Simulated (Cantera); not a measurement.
Feed: 1 mol Zr, 0.28 mol N2, 0.73 mol H2O, held at 2.50 bar.

Method: chemical equilibrium by Gibbs-energy minimisation in Cantera with the NASA 1993 tables (ideal gas, pure condensed phases). Candidate condensed phases: H2O, Zr, ZrN, ZrO2; 28 gas species. Mutual solubility and eutectic melting of coexisting phases are not modelled. ZrN: taken at fixed stoichiometry. Condensed phases not in the tables: solid solutions among these carbides, nitrides and lower oxides, N, O or C dissolved in the metal. The numbers say what is thermodynamically allowed, not how fast it happens.

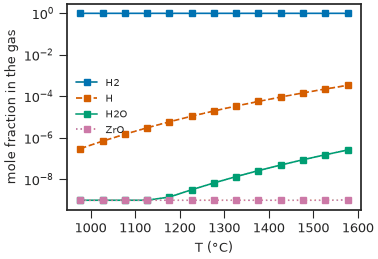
Figure. Equilibrium gas composition (values under 1e-9 drawn at 1e-9)

From 977 °C to 1177 °C the condensed part is Zr(β) + ZrN(s) + ZrO2(monoclinic). From 1227 °C to 1577 °C the condensed part is Zr(β) + ZrN(s) + ZrO2(tetragonal).
